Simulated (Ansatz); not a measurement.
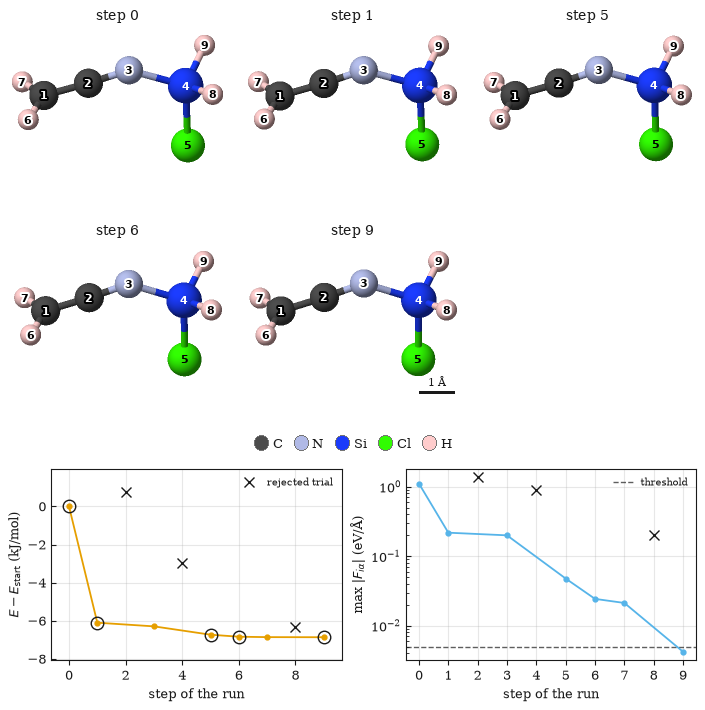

Frames of a relaxation of C2H4ClNSi, marked on the history of the run. A ball-and-stick model, seen at a tilt.

The start comes from PBE-D4/def2-SVP.

Level of theory: RKS PBE0-D4/def2-TZVP in Ansatz 0.2.0. (force threshold 0.005 eV/Å; at most 150 steps)

### What happens along the run?

The atom that moves furthest after the best rigid fit is Cl5 (0.14 Å). By element the largest moves are Cl 0.14 Å, H 0.09 Å, C 0.06 Å, N 0.06 Å, Si 0.05 Å. Some distances before and after: Si4–Cl5 2.084 → 2.052 Å, N3–Si4 1.745 → 1.720 Å, Si4–H8 1.495 → 1.476 Å, C1–H6 1.099 → 1.081 Å. Among the angles between lasting bonds that change: C2–N3–Si4 140.5° → 136.5°. The energy falls by 6.86 kJ/mol in 6 accepted moves (9 points after the start). The largest force component goes from 1.1 to 0.0042 eV/Å. The line search rejected the trial steps at points 2, 4, 8 of the run. Cost: 26 s on 4 threads of Intel Xeon Platinum 8488C, with other jobs on the host. From step 0 to 1: Cl5 moves most (0.04 Å), energy −6.10 kJ/mol. From step 1 to 5: Cl5 moves most (0.04 Å), energy −0.63 kJ/mol. From step 5 to 6: Cl5 moves most (0.04 Å), energy −0.11 kJ/mol. From step 6 to 9: Cl5 moves most (0.04 Å), energy −0.03 kJ/mol.
